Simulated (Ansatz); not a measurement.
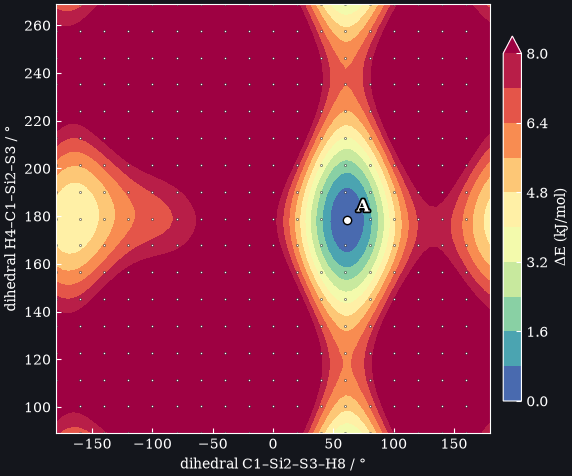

CH₅SSi, SMILES C[SiH]S, spin multiplicity 2. Coordinates scanned: (1) dihedral C1–Si2–S3–H8; (2) dihedral H4–C1–Si2–S3. Nothing is relaxed (all other coordinates rigid). The grid has 18 × 17 points. Energies are in kJ/mol, from the relaxed molecule at the same level. Theory: Ansatz 0.2.0, UHF/def2-TZVP.

The picture shows filled contours, dots at the grid points, one colour for all values above the top of the scale, the well A. Between grid points the surface is interpolated.

**Estimate the position of the minimum and the force constants in these coordinates. Take the well at A.**

The interpolated minimum is at dihedral C1–Si2–S3–H8 ≈ 61°, dihedral H4–C1–Si2–S3 ≈ 178.4°. The curvatures there are about 0.28 eV/rad² and 0.29 eV/rad², with a cross term of about 0 eV/rad². Round the minimum the contours are nearly round: the two directions are equally stiff and uncoupled. (1 eV is 96.5 kJ/mol.)
